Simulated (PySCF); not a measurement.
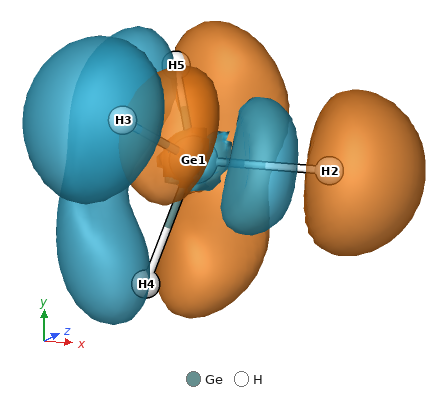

Figure 1: GeH$_{4}$, SMILES `[GeH4]`. Change of the electron density in a uniform field of 0.21 V/Å, surfaces at ±0.0015 e/Å³ (light blue: gain, orange: loss).

Level of theory: PBE0/def2-TZVP (PySCF), at a geometry from GFN2-xTB. No frequency check shows the geometry to be a minimum. A basis without diffuse functions makes polarisabilities too small. GFN2-xTB bond lengths at metals and heavier atoms can be off by up to 0.1 Å and shapes distorted, which carries into these values.

Question: Along which Cartesian direction does the field point?

Answer: Along +x: electrons gather on the −x side, against the field.

Question: What dipole is induced, and what polarisability does it imply?

Answer: The induced dipole is 0.32 D (along the field); α along this axis, from the fields in both directions, is 32 bohr³ (4.7 Å³).

Question: Which atoms gain and lose the most charge?

Answer: Electrons gather most on H3 (Hirshfeld charge changes by −0.010 e) and leave H2 most (+0.010 e); 0.031 electrons are displaced in all.

Cost of the run: 7.4 s on 1 thread of Intel(R) Xeon(R) Platinum 8375C CPU @ 2.90GHz (Ice Lake) (shared host), peak memory 0.32 GiB.
